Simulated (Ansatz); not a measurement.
Input file:

```
crystal:
  periodic: [false, false, false]
  atoms:
    - symbol: C
      position_ang: [-1.389670, 2.181674, 0.013925]
    - symbol: C
      position_ang: [-1.262462, 0.947824, -0.400744]
    - symbol: F
      position_ang: [1.249304, -1.040129, 1.368619]
    - symbol: Zn
      position_ang: [0.044730, -0.118770, 0.505833]
    - symbol: H
      position_ang: [-1.971452, 3.082182, -0.199988]
    - symbol: H
      position_ang: [-1.873010, 0.540110, -1.227270]
basis:
  gaussian: {orbitals: def2-TZVPD}
hamiltonian: {xc: pbe0}
output: {forces: true, orbitals: {seedname: orbitals}}
magnetization: {spin_polarized: true, initial_magnetization: 1}
```

Launched as:

```sh
ansatz run input.yaml --threads 1 --pin off --max-ram 2610MiB --events-out events.jsonl --progress --plain --runs-dir runs
```

Geometry: PBE0-D3(BJ)/def2-SVP.

The calculation used isolated molecule in a Gaussian basis; Kohn-Sham density functional theory, functional PBE0 in Ansatz 0.2.0.

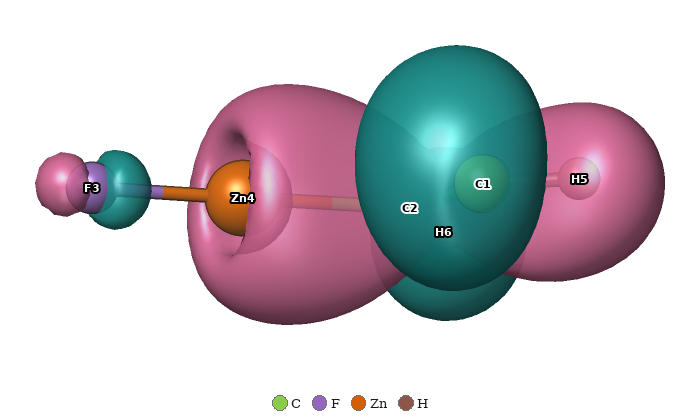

C2H2FZn (doublet). The HOMO (α) at ±0.08 Å⁻³ᐟ² (teal and pink are the two phases), seen from one side.

> Where does this orbital lie, and at what energy?

It lies mainly on C1 (about 55 %), C2 (about 15 %), Zn4 (about 15 %), H6 (about 10 %) and H5 (about 10 %); it is symmetric in the molecular plane (an in-plane orbital: σ, lone-pair or in-plane π type). Its energy is −6.55 eV.
